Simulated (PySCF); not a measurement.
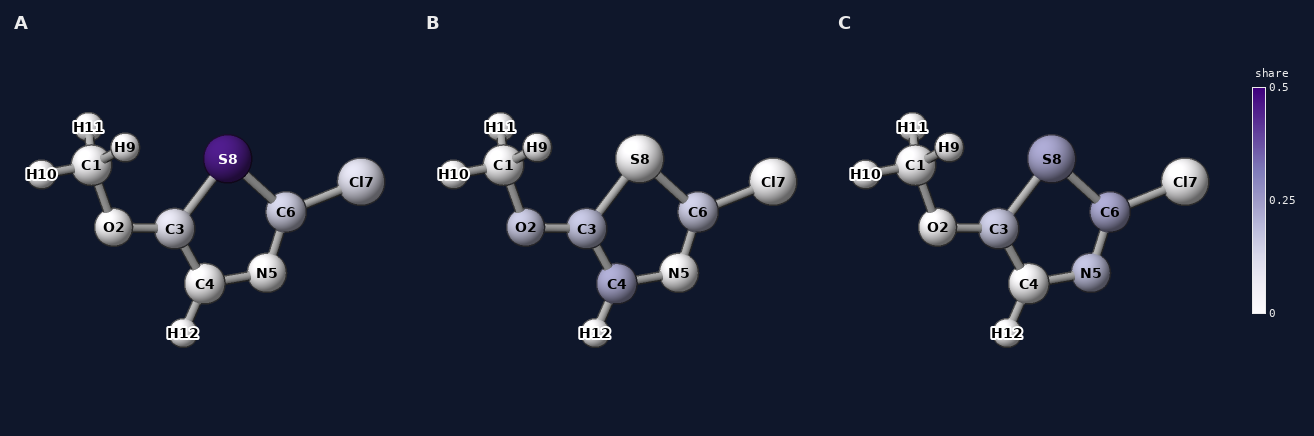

Each panel colours the atoms by their Löwdin share in one orbital (up to four of the largest shares; other atoms are shown as zero). Computed geometry: GFN2-xTB optimisation. No frequency run is at hand to confirm it as a minimum. Level of theory: PBE0/def2-SVPD (PySCF 2.14.0).

> The panels show the HOMO, LUMO, LUMO+1, in some order. Which is which?

A: LUMO+1, −0.37 eV; S8 0.45, C6 0.14, Cl7 0.10, C3 0.09
B: HOMO, −6.51 eV; C4 0.22, C3 0.17, O2 0.16, C6 0.15
C: LUMO, −0.86 eV; S8 0.23, C6 0.22, N5 0.18, C3 0.16
